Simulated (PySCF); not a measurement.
System: C$_{3}$H$_{11}$PSi$_{2}$ (SMILES [SiH3]P[SiH2]C1CC1).

Input file:

```
{"job": {"kind": "nmr", "xc": "PBE0", "basis": "pcSseg-1", "pop": false}, "charge": 0, "multiplicity": 1}
Si     2.996400    -0.524300     0.367500
P      1.045000     0.342900     1.057000
Si    -0.288400    -0.094800    -0.682800
C     -2.112700     0.532700    -0.314000
C     -2.918500     0.322900     0.896900
C     -2.100600     1.595600     0.810300
H      2.846000    -1.719300    -0.294300
H      3.784700    -0.802800     1.607100
H      3.564600     0.368900    -0.545700
H      0.598200    -0.880000     1.760300
H      0.029900     0.500000    -2.083000
H     -0.216700    -1.674300    -1.054300
H     -2.733000     0.852800    -1.143900
H     -4.074000     0.364700     0.901000
H     -2.672600    -0.483000     1.493300
H     -2.871800     2.395100     0.727400
H     -1.236100     1.867600     1.407500
```

Command:

```sh
OMP_NUM_THREADS=1 python probes_run.py task.json out
```

Geometry: GFN2-xTB, MD frame at 250 fs, 600 K.

Level of theory: PBE0/pcSseg-1, SCF density, gas phase, non-relativistic in PySCF 2.14.0.

What can the converged electron density and electron localisation function tell about the bonding?

C–C (1.47 Å): ρ at the midpoint is about 1.7 e/Å³; the ELF peaks at about 0.90 between the atoms (a covalent bond).

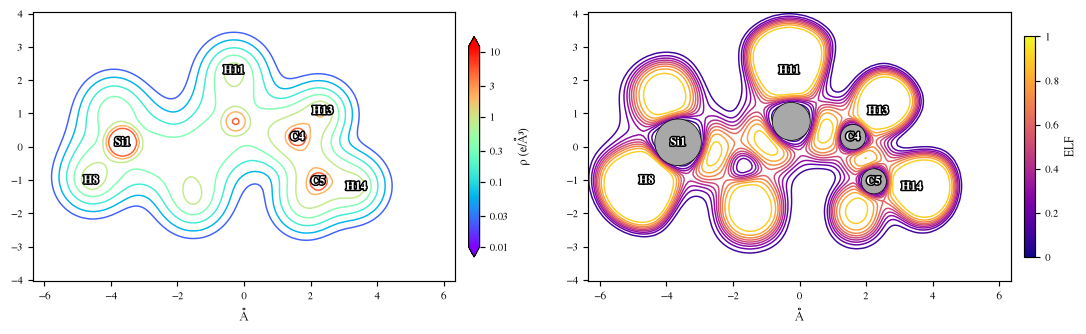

Computed electron density and electron localisation function on the plane of atoms C5, C4 and H13, in this order. Grey discs cover the atomic cores in the ELF map. 
